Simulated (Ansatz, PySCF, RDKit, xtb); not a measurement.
# Isomers of C3H3F3OS, a sample narrowed down, part 2 of 2

Which of a sample of isomers of C3H3F3OS is the most stable in the gas at 298.15 K, and what are its properties? The sample is small against all isomers, and the most stable one of this formula need not be in it.

xtb, Ansatz and PySCF; isolated molecules. Earlier steps stand in the parts before.

### 11 c691a at CCSD(T)/def2-SVP

Input file input.yaml:

```yaml
crystal:
  periodic: [false, false, false]
  atoms:
    - {symbol: C, position_ang: [2.434776, 0.748288, 1.960330]}
    - {symbol: C, position_ang: [2.020278, 0.764285, 0.512449]}
    - {symbol: C, position_ang: [1.136853, 1.810720, -0.010096]}
    - {symbol: F, position_ang: [2.329264, 1.952431, 2.519100]}
    - {symbol: F, position_ang: [3.695763, 0.342326, 2.094873]}
    - {symbol: F, position_ang: [1.657574, -0.097299, 2.640884]}
    - {symbol: O, position_ang: [2.514435, 1.834413, -0.251352]}
    - {symbol: S, position_ang: [0.137315, 1.530176, -1.476896]}
    - {symbol: H, position_ang: [2.024468, -0.224342, 0.036254]}
    - {symbol: H, position_ang: [0.767450, 2.589716, 0.668870]}
    - {symbol: H, position_ang: [-1.026756, 1.419894, -0.800919]}
basis:
  gaussian:
    orbitals: def2-SVP
correlation:
  method: ccsd_t
  frozen_orbitals: {C: 1, F: 1, S: 5, H: 0, O: 1}
```

The run is started by

```
$ ansatz run input.yaml --threads 2 --pin off --max-ram 5220MiB --events-out events.jsonl --progress --plain --runs-dir runs
```

Standard output (excerpt; [...] marks lines left out):

```text
Warning: RAYON_NUM_THREADS=2 ignored (pool sized by the plan → 2); use --threads N
Functional definition: HF
  name "HF"
[...]
1270 factors; integrals over basis functions are off by at most 1.4e-3 eV
[...]
mean field -24095.75796963 eV, -885.5027726924 hartree, gradient 1.5e-6 eV, S^2 0.000000; 0 other end points of the search recorded, 0 dependent functions left out
12 core orbitals not correlated: weight in the atoms' cores, before any rotation towards them, 1.000 or more for the frozen orbitals, at most 0.000 for the correlated occupied ones
reference -24095.75796963 eV, -885.5027726924 hartree; 24, 24 occupied and 95, 95 virtual orbitals, 1270 factors
second order -34.14924739 eV of doubles, -0.00000000 eV of singles
cycle   1  -34.31574534 eV  change   -1.7e-1 eV  update   1.3e-1
[...]
cycle   9  -35.27402265 eV  change   -2.3e-5 eV  update   2.2e-5
perturbative correction -0.92201871 eV, -0.0338835627 hartree
Total energy: -24131.95401098 eV, -886.8329526777 hartree
```

It took 67 s on 2 threads of Intel Xeon at 2.50GHz (Skylake/Cascade Lake), shared host; peak memory 1 GiB.

### 12 Free energies and the winner

Energies in kcal/mol from c956a; G adds the thermal terms to the CCSD(T)/def2-SVP + MP2/def2-TZVPP - MP2/def2-SVP energy. The columns left of the relaxed level are at the tight-binding geometries.

| label | SMILES | spin | GFN2-xTB | HF/STO-3G | r2SCAN-D4/def2-SVP | PBE0-D3(BJ)/def2-SVP | HF/def2-SVP | MP2/def2-SVP | CCSD(T)/def2-SVP + MP2/def2-TZVPP - MP2/def2-SVP | G | share at equilibrium | T1 |
| --- | --- | --- | --- | --- | --- | --- | --- | --- | --- | --- | --- | --- |
| c956a | FC(F)(F)[C@@]1(S)CO1 | singlet | 0.0 | 0.0 | 0.0 | 0.0 | 0.0 | 0.0 | 0.0 | 0.0 | 70.2 % | 0.012 |
| c691a | FC(F)(F)[C@@H]1O[C@H]1S | singlet | 0.9 | 1.1 | 2.9 | 2.1 | 0.4 | 3.0 | 1.2 | 0.5 | 28.8 % | 0.012 |
| c656a | FC(F)(F)[C@@H]1O[C@@H]1S | singlet | 0.7 | 0.3 | 3.4 | 2.1 | 2.4 | 3.7 | 2.3 | 2.5 | 1.0 % | 0.012 |

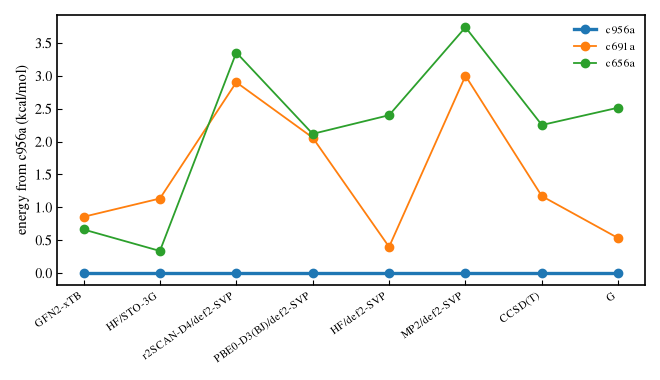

The finalists at each level, measured from c956a.

Lowest found: c956a, `FC(F)(F)[C@@]1(S)CO1`, a singlet. Bond lengths: C1–C2 1.519 Å, C2–C3 1.463 Å, C1–F4 1.329 Å, C1–F5 1.331 Å, C1–F6 1.335 Å, C2–O7 1.397 Å, C3–O7 1.411 Å, C2–S8 1.787 Å, S8–H9 1.351 Å, C3–H10 1.097 Å, C3–H11 1.096 Å. Some angles: C1–C2–C3 119.1°, C1–C2–O7 113.8°, C1–C2–S8 115.1°, C3–C2–O7 59.0°, C3–C2–S8 119.1°, O7–C2–S8 119.1°, C2–C1–F4 111.1°, C2–C1–F5 111.1°, C2–C1–F6 110.6°, F4–C1–F5 108.1°.

```xyz
11

C     0.8291    2.0952    0.8478
C     1.6974    0.8852    0.5467
C     2.8192    0.5766    1.4343
F     1.2855    3.1780    0.2271
F     0.7985    2.3496    2.1539
F    -0.4254    1.8842    0.4438
O     1.6001   -0.1300    1.5013
S     1.8110    0.4457   -1.1821
H     0.4867    0.2211   -1.3301
H     3.6693    0.0236    1.0172
H     3.0333    1.2398    2.2800
```

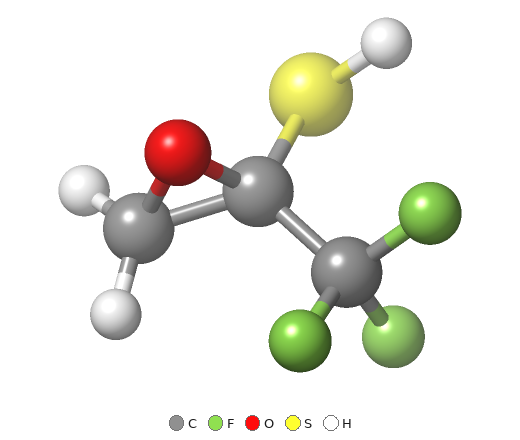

The lowest structure found, seen from a chosen angle (carbon grey, fluorine green, oxygen red, sulfur yellow, hydrogen white).

### 13 Density, orbitals and dipole (PBE0/def2-SVPD)

Input file input.yaml:

```yaml
crystal:
  periodic: [false, false, false]
  atoms:
    - symbol: C
      position_ang: [0.829085, 2.095215, 0.847848]
    - symbol: C
      position_ang: [1.697414, 0.885211, 0.546731]
    - symbol: C
      position_ang: [2.819176, 0.576632, 1.434256]
    - symbol: F
      position_ang: [1.285469, 3.177965, 0.227137]
    - symbol: F
      position_ang: [0.798546, 2.349570, 2.153911]
    - symbol: F
      position_ang: [-0.425436, 1.884171, 0.443817]
    - symbol: O
      position_ang: [1.600132, -0.129971, 1.501348]
    - symbol: S
      position_ang: [1.811032, 0.445737, -1.182107]
    - symbol: H
      position_ang: [0.486746, 0.221084, -1.330125]
    - symbol: H
      position_ang: [3.669286, 0.023609, 1.017204]
    - symbol: H
      position_ang: [3.033274, 1.239834, 2.280025]
basis:
  gaussian:
    orbitals: def2-SVPD
total_charge: 0
hamiltonian:
  xc: pbe0
output: {forces: true, orbitals: {seedname: orbitals}}
```

The run is started by

```
$ ansatz run input.yaml --threads 2 --pin off --max-ram 5220MiB --events-out events.jsonl --progress --plain --runs-dir runs
```

Standard output (excerpt; [...] marks lines left out):

```text
Warning: RAYON_NUM_THREADS=2 ignored (pool sized by the plan → 2); use --threads N
[... 2 set-up lines as earlier in the session ...]
[...]
1714 factors; their error is unknown
[...]
mean field -24162.15949209 eV, -887.9429836343 hartree, gradient 4.9e-5 eV, S^2 0.000000; 0 other end points of the search recorded, 0 dependent functions left out
[...]
reference -24162.15953591 eV, -887.9429852446 hartree; 36, 36 occupied and 167, 167 virtual orbitals, 1714 factors
Total energy: -24162.15953591 eV, -887.9429852446 hartree
Atom 0 at     0.829085     2.095215     0.847848 Å, force     0.043215    -0.103044     0.034678 eV/Å
Atom 1 at     1.697414     0.885211     0.546731 Å, force     0.078761     0.012940    -0.028508 eV/Å
Atom 2 at     2.819176     0.576632     1.434256 Å, force     0.231404     0.103030     0.007073 eV/Å
Atom 3 at     1.285469     3.177965     0.227137 Å, force     0.043318     0.156254    -0.060162 eV/Å
Atom 4 at     0.798546     2.349570     2.153911 Å, force    -0.029606     0.062793     0.101746 eV/Å
Atom 5 at    -0.425436     1.884171     0.443817 Å, force    -0.153255     0.016382    -0.027603 eV/Å
Atom 6 at     1.600132    -0.129971     1.501348 Å, force    -0.074114    -0.140167     0.035155 eV/Å
Atom 7 at     1.811032     0.445737    -1.182107 Å, force    -0.023831    -0.036117    -0.001419 eV/Å
Atom 8 at     0.486746     0.221084    -1.330125 Å, force    -0.001837    -0.021813    -0.054880 eV/Å
Atom 9 at     3.669286     0.023609     1.017204 Å, force    -0.077010     0.008858     0.034122 eV/Å
Atom 10 at     3.033274     1.239834     2.280025 Å, force    -0.037046    -0.059116    -0.040202 eV/Å
Dipole moment:     0.313740    -0.069212    -0.030354 e Å
```

Wall time 19 s (2 threads of Intel Xeon at 2.50GHz (Skylake/Cascade Lake), shared host); peak memory 0.71 GiB.

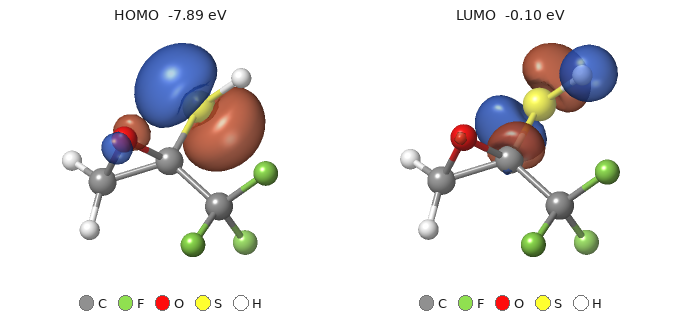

Frontier orbitals of this run, surfaces at ±0.2 Å^-3/2.

### 14 Electronic excitations (TD-PBE0/def2-SVPD)

An in-house driver calls PySCF's response routines at TD-PBE0/def2-SVPD; it has no typed input.

Standard output:

```text
coarse grid: 11088 points
cycle   1  E = -887.6696773283  dE =  1.490e+00  |g| = 9.542e-01  |ddm| = 4.811e+00
cycle   2  E = -887.4049501932  dE =  2.647e-01  |g| = 1.579e+00  |ddm| = 2.884e+00
cycle   3  E = -887.8329355717  dE = -4.280e-01  |g| = 1.303e-01  |ddm| = 1.989e+00
cycle   4  E = -887.8354207971  dE = -2.485e-03  |g| = 7.122e-02  |ddm| = 2.565e-01
cycle   5  E = -887.8363375330  dE = -9.167e-04  |g| = 1.354e-02  |ddm| = 8.332e-02
cycle   6  E = -887.8363710108  dE = -3.348e-05  |g| = 4.233e-03  |ddm| = 3.065e-02
cycle   7  E = -887.8363749892  dE = -3.978e-06  |g| = 8.391e-04  |ddm| = 8.245e-03
final grid: 107512 points
cycle   8  E = -887.9429852998  dE = -3.071e-05  |g| = 1.021e-02  |ddm| = 1.030e-01
cycle   9  E = -887.9429564759  dE =  2.882e-05  |g| = 1.615e-02  |ddm| = 2.929e-02
cycle  10  E = -887.9430055797  dE = -4.910e-05  |g| = 1.502e-03  |ddm| = 1.839e-02
cycle  11  E = -887.9430061141  dE = -5.344e-07  |g| = 2.720e-04  |ddm| = 3.009e-03
cycle  12  E = -887.9430061269  dE = -1.284e-08  |g| = 1.198e-04  |ddm| = 5.135e-04
cycle  13  E = -887.9430061298  dE = -2.825e-09  |g| = 2.579e-05  |ddm| = 2.315e-04
cycle  14  E = -887.9430061299  dE = -1.453e-10  |g| = 6.204e-06  |ddm| = 5.168e-05
converged SCF energy = -887.9430061299

Static polarisability (au): isotropic 60.587, principal 52.339 59.942 69.479

Singlet excitations
state   eV       nm        f      main configurations
  1   5.9976    206.7   0.00153   H->L 0.95
  2   6.8425    181.2   0.03030   H->L+1 0.97
  3   7.5728    163.7   0.00583   H->L+3 0.38, H->L+2 0.38
  4   7.6561    161.9   0.01344   H-1->L 0.73, H->L+2 0.16
  5   7.7542    159.9   0.02806   H->L+2 0.41, H->L+3 0.36, H-1->L 0.09
  6   8.1354    152.4   0.01126   H->L+4 0.35, H-1->L+1 0.24, H->L+3 0.19
  7   8.2348    150.6   0.08520   H-1->L+1 0.45, H->L+4 0.32
  8   8.2629    150.0   0.00502   H-1->L+3 0.38, H->L+5 0.21, H-1->L+2 0.17

Triplet excitations (Tamm-Dancoff, eV): 5.4435 6.2667 7.0078
```

Run time: 49 s. Hardware: 2 threads of Intel Xeon at 2.50GHz (Skylake/Cascade Lake), shared host; peak memory 0.93 GiB.

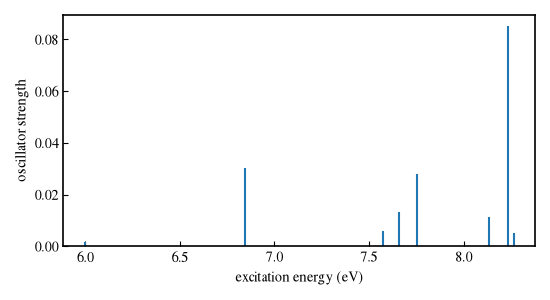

Vertical excitations as sticks.

The roots found:

| excited state | energy (eV) | strength |
| --- | --- | --- |
| 1 | 5.998 | 0.0015 |
| 2 | 6.843 | 0.0303 |
| 3 | 7.573 | 0.0058 |
| 4 | 7.656 | 0.0134 |
| 5 | 7.754 | 0.0281 |
| 6 | 8.135 | 0.0113 |
| 7 | 8.235 | 0.0852 |
| 8 | 8.263 | 0.0050 |

### 15 NMR shieldings (GIAO PBE0/pcSseg-1)

An in-house driver calls PySCF's response routines at GIAO PBE0/pcSseg-1; it has no typed input.

Standard output:

```text
coarse grid: 11088 points
cycle   1  E = -888.0836740882  dE =  1.547e+00  |g| = 1.014e+00  |ddm| = 3.164e+00
cycle   2  E = -887.8043599368  dE =  2.793e-01  |g| = 1.671e+00  |ddm| = 1.575e+00
cycle   3  E = -888.2591659232  dE = -4.548e-01  |g| = 1.226e-01  |ddm| = 1.075e+00
cycle   4  E = -888.2610734084  dE = -1.907e-03  |g| = 7.702e-02  |ddm| = 1.330e-01
cycle   5  E = -888.2620863015  dE = -1.013e-03  |g| = 1.265e-02  |ddm| = 5.191e-02
cycle   6  E = -888.2621129606  dE = -2.666e-05  |g| = 4.437e-03  |ddm| = 1.442e-02
cycle   7  E = -888.2621170159  dE = -4.055e-06  |g| = 9.238e-04  |ddm| = 4.644e-03
final grid: 107512 points
cycle   8  E = -888.3413110630  dE = -3.685e-05  |g| = 1.080e-02  |ddm| = 2.582e-02
cycle   9  E = -888.3412798767  dE =  3.119e-05  |g| = 1.714e-02  |ddm| = 1.836e-02
cycle  10  E = -888.3413320742  dE = -5.220e-05  |g| = 1.444e-03  |ddm| = 1.099e-02
cycle  11  E = -888.3413325106  dE = -4.364e-07  |g| = 2.622e-04  |ddm| = 1.610e-03
cycle  12  E = -888.3413325214  dE = -1.075e-08  |g| = 1.321e-04  |ddm| = 3.542e-04
cycle  13  E = -888.3413325245  dE = -3.077e-09  |g| = 2.469e-05  |ddm| = 1.218e-04
cycle  14  E = -888.3413325246  dE = -1.166e-10  |g| = 6.223e-06  |ddm| = 2.413e-05
converged SCF energy = -888.3413325246

GIAO shielding tensors (ppm)
atom      isotropic    diamagn.    paramagn.     s11        s22        s33       span
  0 C       56.646     239.514    -182.867     53.692     57.010     59.237      5.545
  1 C      125.115     246.476    -121.360     66.236    129.699    179.410    113.174
  2 C      136.140     256.554    -120.414     94.098    142.613    171.708     77.609
  3 F      260.788     468.680    -207.892    182.603    261.108    338.655    156.052
  4 F      278.469     470.202    -191.733    195.523    283.640    356.244    160.721
  5 F      270.027     477.377    -207.350    186.889    274.068    349.124    162.235
  6 O      273.490     393.664    -120.173     94.137    348.207    378.126    283.989
  7 S      557.918    1055.536    -497.618    352.301    534.288    787.164    434.863
  8 H       28.251      29.237      -0.987     21.074     27.043     36.635     15.561
  9 H       28.504      29.991      -1.487     22.814     26.479     36.220     13.406
 10 H       28.317      29.408      -1.092     22.442     27.353     35.155     12.713
```

Run time: 29 s. Hardware: 2 threads of Intel Xeon at 2.50GHz (Skylake/Cascade Lake), shared host; peak memory 1.1 GiB.

Isotropic shieldings, averaged over atoms that the bond graph makes equivalent (absolute, not shifts):

| atoms | shielding (ppm) |
| --- | --- |
| C1 | 56.6 |
| C2 | 125.1 |
| C3 | 136.1 |
| F4, F5, F6 | 269.8 |
| O7 | 273.5 |
| S8 | 557.9 |
| H9 | 28.25 |
| H10, H11 | 28.41 |

### 16 The cation at the same geometry (PBE0/def2-SVPD)

Input file input.yaml:

```yaml
crystal:
  periodic: [false, false, false]
  atoms:
    - {symbol: C, position_ang: [0.829085, 2.095215, 0.847848]}
    - {symbol: C, position_ang: [1.697414, 0.885211, 0.546731]}
    - {symbol: C, position_ang: [2.819176, 0.576632, 1.434256]}
    - {symbol: F, position_ang: [1.285469, 3.177965, 0.227137]}
    - {symbol: F, position_ang: [0.798546, 2.349570, 2.153911]}
    - {symbol: F, position_ang: [-0.425436, 1.884171, 0.443817]}
    - {symbol: O, position_ang: [1.600132, -0.129971, 1.501348]}
    - {symbol: S, position_ang: [1.811032, 0.445737, -1.182107]}
    - {symbol: H, position_ang: [0.486746, 0.221084, -1.330125]}
    - {symbol: H, position_ang: [3.669286, 0.023609, 1.017204]}
    - {symbol: H, position_ang: [3.033274, 1.239834, 2.280025]}
basis:
  gaussian:
    orbitals: def2-SVPD
total_charge: 1
magnetization:
  spin_polarized: true
  initial_magnetization: 1
hamiltonian:
  xc: {name: PBE0}
```

The run is started by

```
$ ansatz run input.yaml --threads 2 --pin off --max-ram 5220MiB --events-out events.jsonl --progress --plain --runs-dir runs
```

Standard output:

```text
Warning: RAYON_NUM_THREADS=2 ignored (pool sized by the plan → 2); use --threads N
[... 2 set-up lines as earlier in the session ...]
  parameter a = 0.25
  parameter kappa = 0.804
  parameter beta = 0.06672455060314922
  exchange = (1 - a)*pbe_x(kappa = kappa, mu = beta*pi^2/3) + a*exact_x
  correlation = pbe_c(beta = beta)
1714 factors; their error is unknown
mean field evaluation 1: about -24141.0906 eV, gradient 5.3e1 eV
mean field evaluation 2: about -24089.4072 eV, gradient 1.1e2 eV
mean field evaluation 4: about -24151.6895 eV, gradient 5.3e0 eV
mean field evaluation 8: about -24151.8367 eV, gradient 2.5e-1 eV
mean field evaluation 16: about -24151.9406 eV, gradient 9.6e-3 eV
mean field evaluation 32: about -24151.8212 eV, gradient 3.2e0 eV
mean field -24151.94061006 eV, -887.5674466463 hartree, gradient 3.4e-5 eV, S^2 0.756121; 2 other end points of the search recorded, 0 dependent functions left out
reference -24151.94066204 eV, -887.5674485567 hartree; 36, 35 occupied and 167, 168 virtual orbitals, 1714 factors
Total energy: -24151.94066204 eV, -887.5674485567 hartree
```

It took 36 s on 2 threads of Intel Xeon at 2.50GHz (Skylake/Cascade Lake), shared host; peak memory 0.92 GiB.

Difference from the parent: 10.22 eV.

### 17 The anion at the same geometry (PBE0/def2-SVPD)

Input file input.yaml:

```yaml
basis:
  gaussian:
    orbitals: def2-SVPD
crystal:
  periodic: [false, false, false]
  atoms:
    - symbol: C
      position_ang: [0.829085, 2.095215, 0.847848]
    - symbol: C
      position_ang: [1.697414, 0.885211, 0.546731]
    - symbol: C
      position_ang: [2.819176, 0.576632, 1.434256]
    - symbol: F
      position_ang: [1.285469, 3.177965, 0.227137]
    - symbol: F
      position_ang: [0.798546, 2.349570, 2.153911]
    - symbol: F
      position_ang: [-0.425436, 1.884171, 0.443817]
    - symbol: O
      position_ang: [1.600132, -0.129971, 1.501348]
    - symbol: S
      position_ang: [1.811032, 0.445737, -1.182107]
    - symbol: H
      position_ang: [0.486746, 0.221084, -1.330125]
    - symbol: H
      position_ang: [3.669286, 0.023609, 1.017204]
    - symbol: H
      position_ang: [3.033274, 1.239834, 2.280025]
total_charge: -1
magnetization:
  spin_polarized: true
  initial_magnetization: 1
hamiltonian:
  xc: {name: PBE0}
scf:
  lower_state_search: "off"
```

The run is started by

```
$ ansatz run input.yaml --threads 2 --pin off --max-ram 5220MiB --events-out events.jsonl --progress --plain --runs-dir runs
```

Standard output (excerpt; [...] marks lines left out):

```text
Warning: RAYON_NUM_THREADS=2 ignored (pool sized by the plan → 2); use --threads N
[... 2 set-up lines as earlier in the session ...]
[...]
1714 factors; their error is unknown
[...]
mean field -24160.83982036 eV, -887.8944865927 hartree, gradient 3.1e-6 eV, S^2 0.751318; 0 other end points of the search recorded, 0 dependent functions left out
reference -24160.83985497 eV, -887.8944878648 hartree; 37, 36 occupied and 166, 167 virtual orbitals, 1714 factors
Total energy: -24160.83985497 eV, -887.8944878648 hartree
Checks for a lower state left out: stability, starts, cluster_reference, orbital_swaps, neighbouring_geometries, increment
```

Wall time 36 s (2 threads of Intel Xeon at 2.50GHz (Skylake/Cascade Lake), shared host); peak memory 0.93 GiB.

Parent less the species with the added electron: -1.32 eV. The extra electron isn't bound at this geometry, so the number measures the basis, not the molecule.

### 18 The triplet at the same geometry (PBE0/def2-SVPD)

Changes to input.yaml since step 17:

```diff
@@ -1,4 +1 @@
-basis:
-  gaussian:
-    orbitals: def2-SVPD
 crystal:
@@ -28,9 +25,9 @@
       position_ang: [3.033274, 1.239834, 2.280025]
-total_charge: -1
+basis:
+  gaussian:
+    orbitals: def2-SVPD
 magnetization:
   spin_polarized: true
-  initial_magnetization: 1
+  initial_magnetization: 2
 hamiltonian:
-  xc: {name: PBE0}
-scf:
-  lower_state_search: "off"
+  xc: pbe0
```

The run is started by

```
$ ansatz run input.yaml --threads 2 --pin off --max-ram 5220MiB --events-out events.jsonl --progress --plain --runs-dir runs
```

Standard output (excerpt; [...] marks lines left out):

```text
Warning: RAYON_NUM_THREADS=2 ignored (pool sized by the plan → 2); use --threads N
[... 7 set-up lines as earlier in the session ...]
1714 factors; their error is unknown
mean field evaluation 1: about -24145.7718 eV, gradient 4.5e1 eV
mean field evaluation 2: about -24082.3855 eV, gradient 1.2e2 eV
mean field evaluation 4: about -24155.8349 eV, gradient 1.3e1 eV
mean field evaluation 8: about -24156.5347 eV, gradient 2.6e-1 eV
mean field evaluation 16: about -24156.6413 eV, gradient 1.5e-2 eV
mean field evaluation 32: about -24156.6413 eV, gradient 3.2e-5 eV
mean field -24156.64132793 eV, -887.7401948419 hartree, gradient 3.2e-5 eV, S^2 2.005160; 4 other end points of the search recorded, 0 dependent functions left out
reference -24156.64137454 eV, -887.7401965546 hartree; 37, 35 occupied and 166, 168 virtual orbitals, 1714 factors
Total energy: -24156.64137454 eV, -887.7401965546 hartree
```

Run time: 43 s. Hardware: 2 threads of Intel Xeon at 2.50GHz (Skylake/Cascade Lake), shared host; peak memory 0.92 GiB.

It lies 5.52 eV above the singlet.

### 19 Outcome

This closing draws on all 2 parts.

| quantity | value |
| --- | --- |
| lowest structure found | FC(F)(F)[C@@]1(S)CO1, singlet |
| next finalist | FC(F)(F)[C@@H]1O[C@H]1S, singlet, 0.5 kcal/mol higher in G |
| share at equilibrium, among the finalists | 70.2 % |
| funnel | 3 starts, 3 minima at GFN2-xTB, 5 screening runs, 3 relaxed, 3 ranked |
| CPU time of all runs | 24 min |
| dipole moment (PBE0/def2-SVPD) | 1.55 D |
| HOMO energy (PBE0/def2-SVPD) | -7.89 eV |
| LUMO energy (PBE0/def2-SVPD) | -0.10 eV |
| HOMO–LUMO gap (PBE0/def2-SVPD) | 7.80 eV |
| lowest excitation (TD-PBE0/def2-SVPD) | 6.00 eV (f = 0.002) |
| strongest of the states computed, same level | 8.23 eV (f = 0.085) |
| lowest triplet excitation, same level, Tamm-Dancoff | 5.44 eV |
| vertical ionisation energy | 10.22 eV |
| vertical electron affinity | -1.32 eV (unbound: the value depends on the basis) |
| vertical triplet less singlet | +5.52 eV |

In words: The lowest structure found is `FC(F)(F)[C@@]1(S)CO1`. Its margin of 0.5 kcal/mol is inside the likely error of CCSD(T)/def2-SVP + MP2/def2-TZVPP - MP2/def2-SVP with harmonic terms (about 1.5 kcal/mol), so the order of the first two is not settled. GFN2-xTB, HF/STO-3G, r2SCAN-D4/def2-SVP, PBE0-D3(BJ)/def2-SVP, HF/def2-SVP and MP2/def2-SVP already put its bonding pattern lowest among the structures in one piece. The largest share of the time went into the final energies (37 %). Lowest found is not proven lowest: the search is finite, and each finalist counts with one conformer. Only 3 drawn patterns were tried, so whole families of isomers are missing, and the result ranks this sample alone. The lowest isomer need not be the one that is made and kept in a bottle, which depends on barriers.
